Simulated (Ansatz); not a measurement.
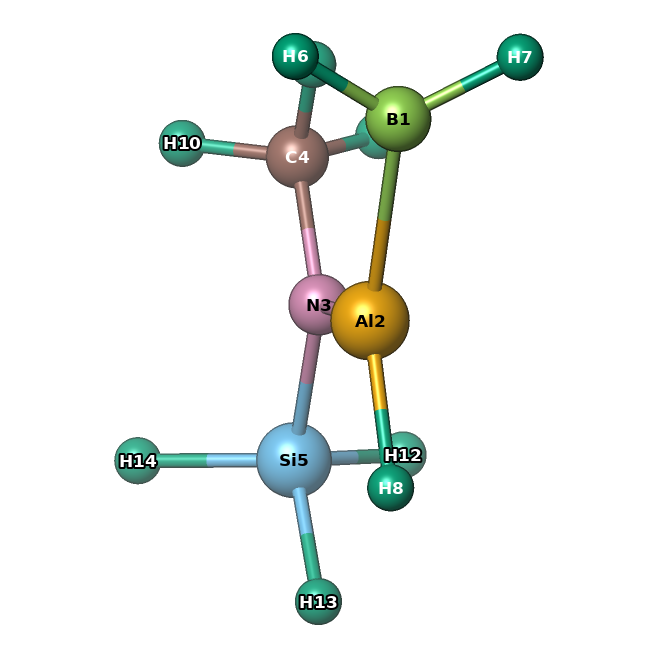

N3 lies behind Al2. The molecule seen a little off the Al2–N3 bond, Al2 in front. Depth is shown by fading: the farther an atom, the more it takes the colour of the background. Computed geometry: PBE-D4/def2-SVP optimisation. No frequency run is at hand to confirm it as a minimum.

Q: What is the torsion angle B1–Al2–N3–Si5? The sign is positive where the front bond must turn clockwise to cover the back bond.

A: 179°, antiperiplanar (anti).
